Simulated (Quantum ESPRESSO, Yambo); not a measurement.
# CdTe (F-43m): G0W0 with Yambo, start to end, part 3 of 3

Aim: the G0W0 gap of CdTe (F-43m) on PBE, step by step.

Quantum ESPRESSO 7.5 and Yambo 5.3.0; PBE and many-body steps on it, plane waves. Known limits of the many-body steps: not at the basis limit; no spin-orbit coupling; coarse k mesh.

So far. Step 3 (Bands along the symmetry lines): The gap is 0.870 eV, as in the run before at this level. Step 4 (Empty states on the mesh, 4×4×4 mesh, 171 bands): On this mesh the gap is 0.870 eV.

The database entry behind the starting cell differs from later determinations by our own check (an axis about 1.1 % short against later determinations), so it need not match the best structure at ambient conditions.

**6. Screening and self-energy, 4×4×4 mesh, 171 bands, screening to 197.3 eV**

Now the one-shot GW correction: screening in the RPA, then the self-energy of the levels asked for.

This step: G0W0 on PBE, plane waves, norm-conserving pseudopotentials.

Contents of gw1.in:

```
HF_and_locXC
gw0
dyson
ppa
em1d
rim_cut
RandQpts= 1000000
RandGvec= 1 RL
EXXRLvcs= 94 Ry
VXCRLvcs= 376 Ry
Chimod= "HARTREE"
% BndsRnXp
 1 | 171 |
%
NGsBlkXp= 14.5 Ry
% LongDrXp
 1 | 1 | 1 |
%
% GbndRnge
 1 | 171 |
%
DysSolver= "n"
ExtendOut
PPAPntXp= 27.21138 eV
% QPkrange
 1 | 8 | 20 | 27 |
%
```

On the command line:

```sh
OMP_NUM_THREADS=1 mpirun -n 4 yambo -F gw1.in -J gw1 -C gw1 > gw1.log
```

Output:

```text
 Yambo, version 5.3.0

 [02] CORE Variables Setup
 =========================

  [... cell, symmetries and grids as in the set-up ...]

  [02.05] Energies & Occupations
  ==============================

  [X] === General ===
  [X] Electronic Temperature                        :  0.000000  0.000000 [eV K]
  [X] Bosonic    Temperature                        :  0.000000  0.000000 [eV K]
  [X] Finite Temperature mode                       : no
  [X] El. density                                   :  0.66825E+24 [cm-3]
  [X] Fermi Level                                   :  8.767355 [eV]

  [X] === Gaps and Widths ===
  [X] Conduction Band Min                           :  0.870059 [eV]
  [X] Valence Band Max                              :  0.000000 [eV]
  [X] Filled Bands                                  :  22
  [X] Empty Bands                                   :   23  171
  [X] Direct Gap                                    :  0.870059 [eV]
  [X] Direct Gap localized at k                     :  1
  [X] Indirect Gap                                  :  0.870059 [eV]
  [X] Indirect Gap between kpts                     :  1  1
  [X] Last valence band width                       :  2.333765 [eV]
  [X] 1st conduction band width                     :  3.502416 [eV]

 [03] Transferred momenta grid and indexing
 ==========================================

 IBZ Q-points                                      :   8
 BZ  Q-points                                      :   64

 K/Q-points units:
 rlu = crystal or reduced units; cc = cartesian coordinates; iku = interal k-units

 Q [1]          [rlu]:  0.000000  0.000000  0.000000
 Q [2]          [rlu]: -0.91950E-18 -0.91950E-18  0.25000
 Q [3]          [rlu]:  0.18390E-17  0.18390E-17 -0.50000
 Q [4]          [rlu]:  0.93911E-17  0.25000      0.25000
 Q [5]          [rlu]:  0.54592E-16  0.25000      0.50000
 Q [6]          [rlu]:  0.18390E-17  0.25000     -0.25000
 Q [7]          [rlu]: -0.18782E-16 -0.50000     -0.50000
 Q [8]          [rlu]:  0.250000 -0.500000 -0.250000

 [04] Coloumb potential Random Integration (RIM)
 ===============================================

  [04.01] RIM initialization
  ==========================

  * Diagonal components only detected *

  8 x (sBL volume)        :  0.069781 [a.u.]
  sBZ random points       :  1000000
  Points outside the sBZ  :   7999624
  RL volume               :  0.558250 [a.u.]
  Integrated volume       :  0.558276 [a.u.]

  [04.02] RIM integrals
  =====================

  Gamma point sphere radius             :  0.074679 [a.u.]
  Points outside the sphere             :   799635
  [Int_sBZ(q=0) 1/q^2]*(Vol_sBZ)^(-1/3) =:  7.763403
                                 should be <:  7.795600

  Summary of Coulomb integrals for non-metallic bands |Q|[au] RIM/Bare

  Q [1] 0.100000E-4 0.995870 * Q [2] 0.224607 1.063761
  Q [4] 0.259354 1.062979 * Q [6] 0.366782 1.026387
  Q [5] 0.430090 1.018651 * Q [3] 0.449214 1.016906
  Q [7] 0.518708 1.013309 * Q [8] 0.579933 1.010246

 [05] Dipoles
 ============

  [05.01] Setup: observables and procedures
  =========================================

 [06] Dynamic Dielectric Matrix (PPA)
 ====================================

 [WR./gw1//ndb.pp]---------------------------------------------------------------
  Brillouin Zone Q/K grids (IBZ/BZ)                :    8   64    8   64
  RL vectors                                       :   8099 [WF]
  Coulomb cutoff potential                         : none
  Electronic Temperature                           :  0.000000 [K]
  Bosonic    Temperature                           :  0.000000 [K]
  PPA    diel. fun.  energies                      : Perdew, Burke & Ernzerhof(X)+Perdew, Burke & Ernzerhof(C)
  wavefunctions                                    : Perdew, Burke & Ernzerhof(X)+Perdew, Burke & Ernzerhof(C)
  Global Gauge                                     : length
  X matrix size                                    :   459
  X band range                                     :    1  171
  X e/h energy range                               : -1.000000 -1.000000 [eV]
  X Time ordering                                  : R
  X Hxc Kernel                                     : HARTREE
  X Drude frequency                                :  0.000000  0.000000
  X poles                                          :  100.0000 [o/o]
  RL vectors in the sum                            :   8099
  [r,Vnl] included                                 : yes
  Field direction                                  :  0.577350E-5  0.577350E-5  0.577350E-5
  BZ energy Double Grid                            : no
  BZ energy DbGd points                            : 0
  BZ Q point size factor                           : -1.000000
  X Optical Averaged directions                    : none

 [07] Local Exchange-Correlation + Non-Local Fock
 ================================================

 [VXC] Plane waves :   54769
 [EXS] Plane waves :   6879

 QP @ state[ 1 ] K range:   1   8
 QP @ state[ 1 ] b range:  20  27

 [xc] Functional : Perdew, Burke & Ernzerhof(X)+Perdew, Burke & Ernzerhof(C)
 [xc] LIBXC used to calculate xc functional
  PP Number of Atomic Species                      :  2
  NLCC RL compoments                               :   54769
  PP Number of Atomic Species                      :  2
  NLCC RL compoments                               :   54769

 [xc] E_xc :  -35.76984 [Ha]
      E_xc :  -71.53968 [Ry]

  Local XC kind (lXC) : Perdew, Burke & Ernzerhof(X)+Perdew, Burke & Ernzerhof(C)
  Non-Local XC kind (nlXC) : Hartree-Fock

  Corrections @ K [1] :  [eV]
 <20|nlXC|20> = -16.53375  0.20928E-17 <20|lXC|20> = -14.60577  0.37763E-15
 <21|nlXC|21> = -16.53368  0.42078E-17 <21|lXC|21> = -14.60577  0.47210E-16
 <22|nlXC|22> = -16.53377  0.13588E-16 <22|lXC|22> = -14.60577 -0.18882E-15
 <23|nlXC|23> = -8.184634 -0.40282E-17 <23|lXC|23> = -12.06425 -0.85229E-20
 <24|nlXC|24> = -6.083453  0.16654E-17 <24|lXC|24> = -10.27494 -0.47199E-16
 <25|nlXC|25> = -6.083599 -0.10008E-17 <25|lXC|25> = -10.27494 -0.22998E-20
 <26|nlXC|26> = -6.083478 -0.10378E-17 <26|lXC|26> = -10.27494 -0.94381E-16
 <27|nlXC|27> = -3.438379  0.28037E-18 <27|lXC|27> = -8.371681 -0.18879E-15

  Corrections @ K [2] :  [eV]
 <20|nlXC|20> = -15.60612  0.14325E-16 <20|lXC|20> = -12.95124  0.18882E-15
 <21|nlXC|21> = -16.03227 -0.58157E-18 <21|lXC|21> = -13.97744  0.18882E-15
[...]
Corrections @ K [3] :  [eV]
[...]
Corrections @ K [4] :  [eV]
[...]
Corrections @ K [5] :  [eV]
[...]
[... 2 further k-points ...]
  Corrections @ K [8] :  [eV]
[...]
<23|nlXC|23> = -8.284879  0.91349E-18 <23|lXC|23> = -13.00196  0.23601E-16
 <24|nlXC|24> = -6.120369  0.57562E-18 <24|lXC|24> = -9.909733  0.23573E-16
 <25|nlXC|25> = -5.434257 -0.13440E-17 <25|lXC|25> = -10.04327  0.47198E-16
 <26|nlXC|26> = -5.036439  0.62241E-18 <26|lXC|26> = -9.208992  0.17700E-16
 <27|nlXC|27> = -6.037406 -0.33877E-18 <27|lXC|27> = -11.72694 -0.11856E-16

  [07.01] Hartree-Fock occupations report
  =======================================

  [Hartree-Fock] === General ===
  [Hartree-Fock] Electronic Temperature             :  0.000000  0.000000 [eV K]
  [Hartree-Fock] Bosonic    Temperature             :  0.000000  0.000000 [eV K]
  [Hartree-Fock] Finite Temperature mode            : no
  [Hartree-Fock] El. density                        :  0.66825E+24 [cm-3]
  [Hartree-Fock] Fermi Level                        :  8.767355 [eV]

  [Hartree-Fock] === Gaps and Widths ===
  [Hartree-Fock] Conduction Band Min                :  4.749675 [eV]
  [Hartree-Fock] Valence Band Max                   : -1.927997 [eV]
  [Hartree-Fock] Filled Bands                       :  22
  [Hartree-Fock] Empty Bands                        :   23  171
  [Hartree-Fock] Direct Gap                         :  6.677672 [eV]
  [Hartree-Fock] Direct Gap localized at k          :  1
  [Hartree-Fock] Indirect Gap                       :  6.677672 [eV]
  [Hartree-Fock] Indirect Gap between kpts          :  1  1
  [Hartree-Fock] Last valence band width            :  3.001534 [eV]
  [Hartree-Fock] 1st conduction band width          :  4.339879 [eV]

 [08] Dyson equation: Newton solver
 ==================================

  [08.01] G0W0 (W PPA)
  ====================

  [  GW  ] Bands range     :    1  171
  [GW/PPA] G damping       :  0.100000 [eV]

  QP @ state[ 1 ] K range:   1   8
  QP @ state[ 1 ] b range:  20  27

   Sc/G bands                                       :    1  171
   Sc/G damping                                     :  0.100000 ev
   Sc bands terminator                              : no
   Sx RL components                                 :   6879

   QP @ state[ 1 ] K range                          :   1   8
   QP @ state[ 1 ] b range                          :  20  27
   GF energies kind                                 : Perdew, Burke & Ernzerhof(X)+Perdew, Burke & Ernzerhof(C)
   GF WF`s kind                                     : Perdew, Burke & Ernzerhof(X)+Perdew, Burke & Ernzerhof(C)
   Xs energies kind                                 : Perdew, Burke & Ernzerhof(X)+Perdew, Burke & Ernzerhof(C)
   Xs WF`s kind                                     : Perdew, Burke & Ernzerhof(X)+Perdew, Burke & Ernzerhof(C)

 [11] Game Over & Game summary
```

Elapsed: 31 min, on 4 MPI ranks of Arm Neoverse V1, shared host; peak memory 2.6 GiB.

This step gave:

- G0W0 gap on the mesh: 1.671 eV
- starting gap on the mesh: 0.8701 eV
- k of the valence top: 0, 0, 0
- k of the conduction bottom: 0, 0, 0
- least direct G0W0 gap on the computed points: 1.671 eV
- Z at the valence top: 0.8015
- Z at the conduction bottom: 0.8129

The gap on the mesh goes from 0.87 eV to 1.67 eV, a correction of +0.80 eV.

Limits: finite bands, cutoff and mesh; no spin-orbit coupling; coarse k mesh. v1 is the top filled band, c1 the lowest empty one. The levels before and after the correction (eV, zero at the valence-band top of each column):

```tsv
	conduction bottom	valence top
Kohn-Sham	0.87	0.00
G0W0	1.67	0.00
```

```tsv
	level	energy (eV)
Kohn-Sham	Γ v3-v1	0.000
Kohn-Sham	Γ c1	0.870
Kohn-Sham	Γ c2-c4	4.597
G0W0	Γ v3-v1	0.000
G0W0	Γ c1	1.671
G0W0	Γ c2-c4	5.310
```

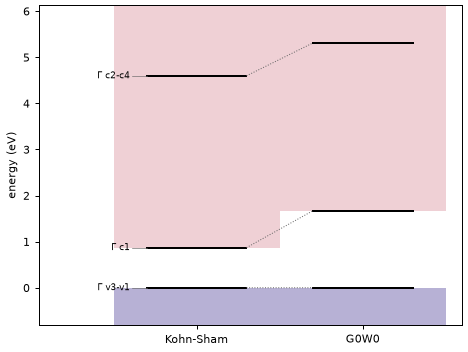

Levels before and after the correction. Shaded: valence and conduction bands.

**7. Where the time went**

Times are wall times on the hardware named with each run, good to a factor of about two.

```tsv
step	time	share	memory (GiB)
ground state	18 s	1 %	0.38
bands along the symmetry lines	14 s	1 %	0.31
empty states on the mesh	30 s	2 %	0.62
conversion and set-up	3.6 s	0 %	0.26
screening and self-energy	31 min	97 %	2.6
```

**8. Summary of results**

```json
{
 "PBE gap": "0.87 eV, direct",
 "G0W0 gap on the mesh": "1.67 eV",
 "GW settings": "4×4×4 mesh, 171 bands, screening to 197.3 eV, Godby-Needs plasmon pole",
 "known limits": "not at the basis limit; no spin-orbit coupling; coarse k mesh"
}
```

In words: G0W0 moves the gap on the mesh from 0.87 eV to 1.67 eV (+0.80 eV), with Z of 0.80 and 0.81 at the edges. The dearest step here is «screening and self-energy». Bands and cutoff are finite, so the gap is not at the basis limit. The miss can reach some tenths of an eV and take either sign; the mesh is an error of its own. The 4×4×4 mesh is coarse for this cell, which bears on the long-range parts of exchange and screening. The many-body steps are scalar-relativistic: spin-orbit coupling is not in them.

[Paths, hosts, dates, memory and timing lines, banners, echoed tables and standing remarks are left out of the program output.]

[Logs are printed without paths, hosts, clocks, repeated set-up lines and the standing remarks that a program may print on its own settings, such as how far it seeks lower states.]

[Runs of the session that timed out or met a known fault of the program may be left out.]

[Hosts, paths, dates, database ids (printed as entryN), source tags and the programs' standing remarks are cut or masked in the printed files.]
